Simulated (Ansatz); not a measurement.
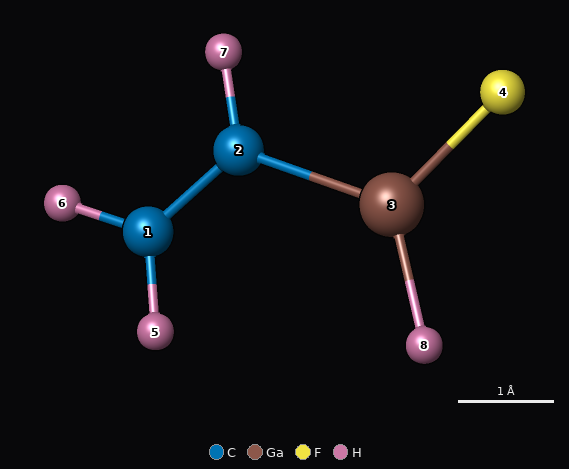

Figure 1. The structure as given in the input (ball-and-stick view, seen at a tilt; atoms are numbered from 1 in the order of the input). Sticks mark near contacts.

## Geometry relaxation of C2H4FGa (charge +1) (part 1 of 2)

The run: geometry relaxation of C2H4FGa, charge +1, multiplicity 2. Method and program: HF/3-21G, UHF (Ansatz 0.2.0).

The starting geometry was optimised with HF/3-21G. Figures and captions count atoms from 1; the log counts them from 0 in places.

Input file
```yaml
crystal:
  periodic: [false, false, false]
  atoms:
    - {symbol: C, position_ang: [-0.830413, 1.163186, 0.061490]}
    - {symbol: C, position_ang: [0.345471, 0.567212, -0.067051]}
    - {symbol: Ga, position_ang: [0.528591, -1.358753, -0.014651]}
    - {symbol: F, position_ang: [2.091012, -2.026395, -0.191215]}
    - {symbol: H, position_ang: [-1.740271, 0.606270, 0.201209]}
    - {symbol: H, position_ang: [-0.949376, 2.231865, 0.034612]}
    - {symbol: H, position_ang: [1.206192, 1.200599, -0.203440]}
    - {symbol: H, position_ang: [-0.651306, -2.384183, 0.179147]}
basis:
  gaussian: {orbitals: 3-21G.json}
relax: {}
hamiltonian: {xc: hf}
total_charge: 1
magnetization: {spin_polarized: true, initial_magnetization: 1}
```

Launch command:
```bash
ansatz run molecule.yaml --threads 1 --pin off --max-ram 3480MiB --events-out events.jsonl --progress --plain --runs-dir runs
```

Output
```
The last accepted step is kept in runs//last_step.txt (removed where the run ends without a failure and the disk answers)
Functional definition: HF
  name "HF"
  exchange = exact_x
  correlation = 0
682 factors; integrals over basis functions are off by at most 6.4e-4 eV
mean field evaluation 1: about -56867.8038 eV, gradient 3.8e1 eV
mean field evaluation 2: about -56867.8130 eV, gradient 3.8e1 eV
mean field evaluation 4: about -56873.3980 eV, gradient 3.1e0 eV
mean field evaluation 8: about -56873.5941 eV, gradient 4.5e-1 eV
mean field evaluation 16: about -56873.6415 eV, gradient 2.5e-5 eV
mean field evaluation 32: about -56874.2758 eV, gradient 1.2e0 eV
mean field evaluation 64: about -56874.2948 eV, gradient 1.8e0 eV
mean field evaluation 96: about -56873.9018 eV, gradient 1.8e0 eV
mean field evaluation 128: about -56873.6078 eV, gradient 4.0e-1 eV
mean field -56874.33149234 eV, -2090.0931315371 hartree, gradient 1.3e-5 eV, S^2 0.753475; 2 other end points of the search recorded, 0 dependent functions left out
the calculation of the forces begins
reference -56874.33149234 eV, -2090.0931315371 hartree; 28, 27 occupied and 30, 31 virtual orbitals, 682 factors
relax step   1: F+E_penalty+E_count = -56874.33149234 eV  Δ(F+E_penalty+E_count) = +0.000e0 eV  max|allowed force component| = 4.562e0 eV/Å  Δτ_max = 0.0000 Å  (262 SCF iters, accepted)
these checks for a lower state are left out or cut short: starts, cluster_reference, orbital_swaps, neighbouring_geometries, increment
682 factors; integrals over basis functions are off by at most 6.5e-4 eV
mean field evaluation 160: about -56873.7749 eV, gradient 2.2e-5 eV
mean field -56874.73151691 eV, -2090.1078321686 hartree, gradient 2.5e-5 eV, S^2 0.753542; 1 other end points of the search recorded, 0 dependent functions left out
[... from here on the field's lines of each further geometry are left out, up to the last ...]
relax step   2: F+E_penalty+E_count = -56874.73151691 eV  Δ(F+E_penalty+E_count) = -4.000e-1 eV  max|allowed force component| = 1.207e0 eV/Å  Δτ_max = 0.1191 Å  (87 SCF iters, accepted)
relax step   3: F+E_penalty+E_count = -56874.77789937 eV  Δ(F+E_penalty+E_count) = -4.638e-2 eV  max|allowed force component| = 3.632e-1 eV/Å  Δτ_max = 0.0569 Å  (91 SCF iters, accepted)
relax step   4: F+E_penalty+E_count = -56874.78052924 eV  Δ(F+E_penalty+E_count) = -2.630e-3 eV  max|allowed force component| = 2.012e-2 eV/Å  Δτ_max = 0.0109 Å  (100 SCF iters, accepted)
relax step   5: F+E_penalty+E_count = -56874.78125666 eV  Δ(F+E_penalty+E_count) = -7.274e-4 eV  max|allowed force component| = 1.044e-1 eV/Å  Δτ_max = 0.0180 Å  (83 SCF iters, accepted)
relax step   6: F+E_penalty+E_count = -56874.80962283 eV  Δ(F+E_penalty+E_count) = -2.837e-2 eV  max|allowed force component| = 6.955e-1 eV/Å  Δτ_max = 0.1543 Å  (57 SCF iters, accepted)
relax step   7: F+E_penalty+E_count = -56874.87607571 eV  Δ(F+E_penalty+E_count) = -6.645e-2 eV  max|allowed force component| = 1.243e0 eV/Å  Δτ_max = 0.1998 Å  (37 SCF iters, accepted)
relax step   8: F+E_penalty+E_count = -56874.92373453 eV  Δ(F+E_penalty+E_count) = -4.766e-2 eV  max|allowed force component| = 1.036e0 eV/Å  Δτ_max = 0.1949 Å  (39 SCF iters, accepted)
relax step   9: F+E_penalty+E_count = -56874.96584144 eV  Δ(F+E_penalty+E_count) = -4.211e-2 eV  max|allowed force component| = 7.110e-1 eV/Å  Δτ_max = 0.0895 Å  (40 SCF iters, accepted)
relax step  10: F+E_penalty+E_count = -56874.90082895 eV  Δ(F+E_penalty+E_count) = +6.501e-2 eV  max|allowed force component| = 6.422e-1 eV/Å  Δτ_max = 0.2000 Å  (48 SCF iters, rejected (line search))
relax step  11: F+E_penalty+E_count = -56874.99740142 eV  Δ(F+E_penalty+E_count) = -3.156e-2 eV  max|allowed force component| = 1.317e-1 eV/Å  Δτ_max = 0.0596 Å  (42 SCF iters, accepted)
relax step  12: F+E_penalty+E_count = -56874.99890616 eV  Δ(F+E_penalty+E_count) = -1.505e-3 eV  max|allowed force component| = 1.224e-1 eV/Å  Δτ_max = 0.0164 Å  (37 SCF iters, accepted)
relax step  13: F+E_penalty+E_count = -56875.00041486 eV  Δ(F+E_penalty+E_count) = -1.509e-3 eV  max|allowed force component| = 8.051e-2 eV/Å  Δτ_max = 0.0431 Å  (33 SCF iters, accepted)
relax step  14: F+E_penalty+E_count = -56875.00175135 eV  Δ(F+E_penalty+E_count) = -1.336e-3 eV  max|allowed force component| = 2.268e-1 eV/Å  Δτ_max = 0.0792 Å  (43 SCF iters, accepted)
relax step  15: F+E_penalty+E_count = -56874.98901729 eV  Δ(F+E_penalty+E_count) = +1.273e-2 eV  max|allowed force component| = 2.333e-1 eV/Å  Δτ_max = 0.1194 Å  (40 SCF iters, rejected (line search))
relax step  16: F+E_penalty+E_count = -56875.00487630 eV  Δ(F+E_penalty+E_count) = -3.125e-3 eV  max|allowed force component| = 9.839e-2 eV/Å  Δτ_max = 0.0582 Å  (33 SCF iters, accepted)
relax step  17: F+E_penalty+E_count = -56875.00730797 eV  Δ(F+E_penalty+E_count) = -2.432e-3 eV  max|allowed force component| = 1.368e-1 eV/Å  Δτ_max = 0.0959 Å  (42 SCF iters, accepted)
relax step  18: F+E_penalty+E_count = -56875.00803024 eV  Δ(F+E_penalty+E_count) = -7.223e-4 eV  max|allowed force component| = 2.043e-1 eV/Å  Δτ_max = 0.0826 Å  (42 SCF iters, accepted)
relax step  19: F+E_penalty+E_count = -56875.00884905 eV  Δ(F+E_penalty+E_count) = -8.188e-4 eV  max|allowed force component| = 1.842e-1 eV/Å  Δτ_max = 0.0416 Å  (34 SCF iters, accepted)
relax step  20: F+E_penalty+E_count = -56875.00753679 eV  Δ(F+E_penalty+E_count) = +1.312e-3 eV  max|allowed force component| = 1.605e-1 eV/Å  Δτ_max = 0.0204 Å  (35 SCF iters, rejected (line search))
relax step  21: F+E_penalty+E_count = -56875.00994425 eV  Δ(F+E_penalty+E_count) = -1.095e-3 eV  max|allowed force component| = 1.084e-1 eV/Å  Δτ_max = 0.0099 Å  (32 SCF iters, accepted)
relax step  22: F+E_penalty+E_count = -56875.00902966 eV  Δ(F+E_penalty+E_count) = +9.146e-4 eV  max|allowed force component| = 7.168e-2 eV/Å  Δτ_max = 0.0684 Å  (44 SCF iters, rejected (line search))
relax step  23: F+E_penalty+E_count = -56875.01064302 eV  Δ(F+E_penalty+E_count) = -6.988e-4 eV  max|allowed force component| = 3.237e-2 eV/Å  Δτ_max = 0.0333 Å  (32 SCF iters, accepted)
relax step  24: F+E_penalty+E_count = -56875.01121517 eV  Δ(F+E_penalty+E_count) = -5.722e-4 eV  max|allowed force component| = 4.599e-2 eV/Å  Δτ_max = 0.0488 Å  (33 SCF iters, accepted)
relax step  25: F+E_penalty+E_count = -56875.01143114 eV  Δ(F+E_penalty+E_count) = -2.160e-4 eV  max|allowed force component| = 1.524e-1 eV/Å  Δτ_max = 0.0732 Å  (43 SCF iters, accepted)
relax step  26: F+E_penalty+E_count = -56875.01155866 eV  Δ(F+E_penalty+E_count) = -1.275e-4 eV  max|allowed force component| = 1.216e-1 eV/Å  Δτ_max = 0.0306 Å  (33 SCF iters, accepted)
relax step  27: F+E_penalty+E_count = -56875.01208978 eV  Δ(F+E_penalty+E_count) = -5.311e-4 eV  max|allowed force component| = 6.670e-2 eV/Å  Δτ_max = 0.0056 Å  (35 SCF iters, accepted)
relax step  28: F+E_penalty+E_count = -56875.01217776 eV  Δ(F+E_penalty+E_count) = -8.798e-5 eV  max|allowed force component| = 5.687e-2 eV/Å  Δτ_max = 0.0115 Å  (35 SCF iters, accepted)
relax step  29: F+E_penalty+E_count = -56875.01234923 eV  Δ(F+E_penalty+E_count) = -1.715e-4 eV  max|allowed force component| = 3.925e-2 eV/Å  Δτ_max = 0.0209 Å  (35 SCF iters, accepted)
relax step  30: F+E_penalty+E_count = -56875.01224355 eV  Δ(F+E_penalty+E_count) = +1.057e-4 eV  max|allowed force component| = 1.024e-1 eV/Å  Δτ_max = 0.0139 Å  (35 SCF iters, rejected (line search))
relax step  31: F+E_penalty+E_count = -56875.01246128 eV  Δ(F+E_penalty+E_count) = -1.121e-4 eV  max|allowed force component| = 1.279e-2 eV/Å  Δτ_max = 0.0067 Å  (33 SCF iters, accepted)
relax step  32: F+E_penalty+E_count = -56875.01252155 eV  Δ(F+E_penalty+E_count) = -6.028e-5 eV  max|allowed force component| = 2.417e-2 eV/Å  Δτ_max = 0.0135 Å  (34 SCF iters, accepted)
relax step  33: F+E_penalty+E_count = -56875.01259868 eV  Δ(F+E_penalty+E_count) = -7.713e-5 eV  max|allowed force component| = 3.926e-2 eV/Å  Δτ_max = 0.0274 Å  (35 SCF iters, accepted)
relax step  34: F+E_penalty+E_count = -56875.01264302 eV  Δ(F+E_penalty+E_count) = -4.434e-5 eV  max|allowed force component| = 3.489e-2 eV/Å  Δτ_max = 0.0268 Å  (35 SCF iters, accepted)
relax step  35: F+E_penalty+E_count = -56875.01264780 eV  Δ(F+E_penalty+E_count) = -4.787e-6 eV  max|allowed force component| = 2.672e-2 eV/Å  Δτ_max = 0.0124 Å  (34 SCF iters, accepted)
relax step  36: F+E_penalty+E_count = -56875.01270149 eV  Δ(F+E_penalty+E_count) = -5.368e-5 eV  max|allowed force component| = 2.554e-2 eV/Å  Δτ_max = 0.0018 Å  (34 SCF iters, accepted)
relax step  37: F+E_penalty+E_count = -56875.01273186 eV  Δ(F+E_penalty+E_count) = -3.038e-5 eV  max|allowed force component| = 4.670e-3 eV/Å  Δτ_max = 0.0053 Å  (34 SCF iters, accepted)
relax step  38: F+E_penalty+E_count = -56875.01274578 eV  Δ(F+E_penalty+E_count) = -1.392e-5 eV  max|allowed force component| = 3.679e-3 eV/Å  Δτ_max = 0.0118 Å  (34 SCF iters, accepted)
the calculation of the forces begins
reference -56875.01275364 eV, -2090.1181674279 hartree; 28, 27 occupied and 30, 31 virtual orbitals, 682 factors
relax step  39: F+E_penalty+E_count = -56875.01275364 eV  Δ(F+E_penalty+E_count) = -7.853e-6 eV  max|allowed force component| = 6.561e-3 eV/Å  Δτ_max = 0.0179 Å  (34 SCF iters, accepted)
682 factors; integrals over basis functions are off by at most 7.0e-4 eV
mean field evaluation 416: about -56874.9777 eV, gradient 5.3e-1 eV
```

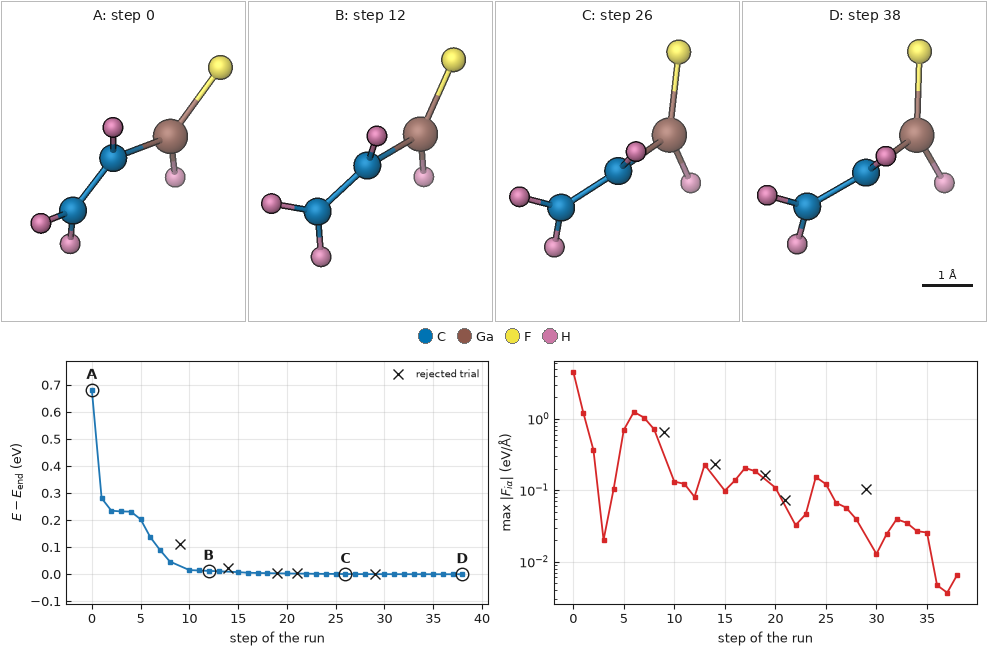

Figure 2. Frames of the relaxation (ball-and-stick view, seen at a tilt) above the curves, on which the letters mark them (the first geometry is step 0 here and step 1 in the log).

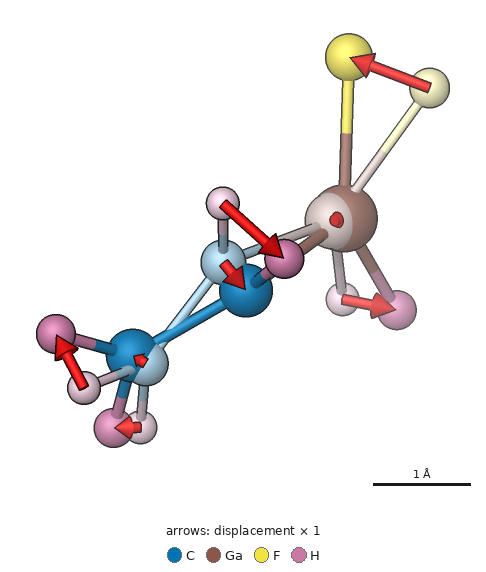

Figure 3. Start (faint) and end (solid) with the displacements as red arrows, at true length (ball-and-stick view, seen at a tilt). The two geometries are laid on each other by the best rigid fit. The atom that moves furthest after the best rigid fit is F4 (0.90 Å). Largest moves by element: F 0.90 Å, H 0.87 Å, C 0.38 Å, Ga 0.16 Å. Among the contacts that change: C2–Ga3 1.935 → 2.070 Å, Ga3–H8 1.575 → 1.539 Å, C1–C2 1.325 → 1.359 Å, Ga3–F4 1.708 → 1.681 Å. Among the angles that change: F4–Ga3–H8 116.3° → 131.3°, C2–Ga3–F4 118.2° → 108.4°, Ga3–C2–H7 120.9° → 114.0°. Over 38 geometry steps the energy falls by 0.681 eV. Largest force component: 4.6 eV/Å at the start, 0.0066 eV/Å at the end. The line search rejected the trial steps at points 9, 14, 19, 21, 29 (counted from 0) and went back. (Atoms are counted from 1 in the order of the input.)
